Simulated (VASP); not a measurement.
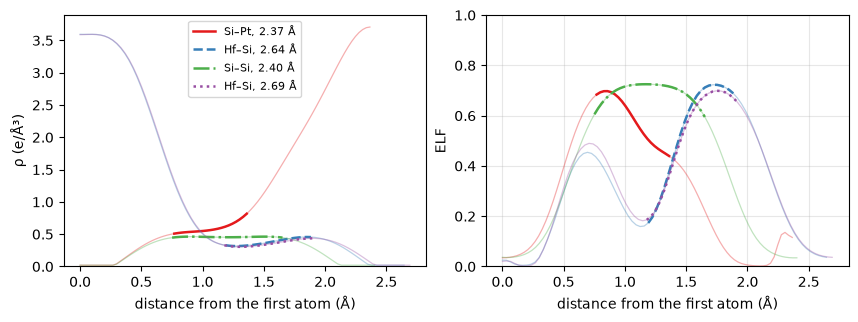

The picture shows: Hf$_{4}$Si$_{4}$Pt. Valence charge density (pseudo) and ELF along straight lines between neighbouring atoms. Thin, pale parts lie inside the atomic spheres.

Space group C2/m; a generated structure, not necessarily the stable one; not relaxed (largest force 0.9 eV/Å); computed pressure about 6 GPa in this cell.

Computed with Kohn-Sham DFT of a periodic cell, r2SCAN, VASP PAW PBE potentials, recommended in VASP.

In a PAW calculation such maps are meaningful between the atoms, not at the nuclei.

```xyz
18
Lattice="9.6467 0.0000 0.0000 0.0000 3.7313 0.0000 -2.9325 0.0000 8.0957" Properties=species:S:1:pos:R:3 pbc="T T T"
Hf   -0.0731    0.0000    3.0844
Hf    4.7502    1.8657    3.0844
Hf    1.9640    1.8657    5.0112
Hf    6.7873    0.0000    5.0112
Hf    1.9863    1.8657    1.2794
Hf    6.8096    0.0000    1.2794
Hf   -0.0954    0.0000    6.8163
Hf    4.7279    1.8657    6.8163
Pt    0.0000    0.0000    0.0000
Pt    4.8233    1.8657    0.0000
Si    2.5709    0.0000    3.1290
Si    7.3942    1.8657    3.1290
Si   -0.6801    1.8657    4.9667
Si    4.1433    0.0000    4.9667
Si    4.0197    0.0000    1.2119
Si    8.8430    1.8657    1.2119
Si   -2.1289    1.8657    6.8837
Si    2.6945    0.0000    6.8837
```

**Compare the contacts.**

Si–Pt (2.37 Å): ρ at the midpoint is about 0.62 e/Å³; the ELF peaks at about 0.70 in the valence shell of Si, 0.9 Å from its nucleus, and is about 0.50 at the midpoint.
Hf–Si (2.64 Å): ρ at the midpoint is about 0.32 e/Å³; the ELF peaks at about 0.70 in the valence shell of Si, 0.9 Å from its nucleus, and is about 0.30 at the midpoint.
Si–Si (2.40 Å): ρ at the midpoint is about 0.45 e/Å³; the ELF peaks at about 0.75 between the atoms.
Hf–Si (2.69 Å): ρ at the midpoint is about 0.31 e/Å³; the ELF peaks at about 0.70 in the valence shell of Si, 0.9 Å from its nucleus, and is about 0.35 at the midpoint.
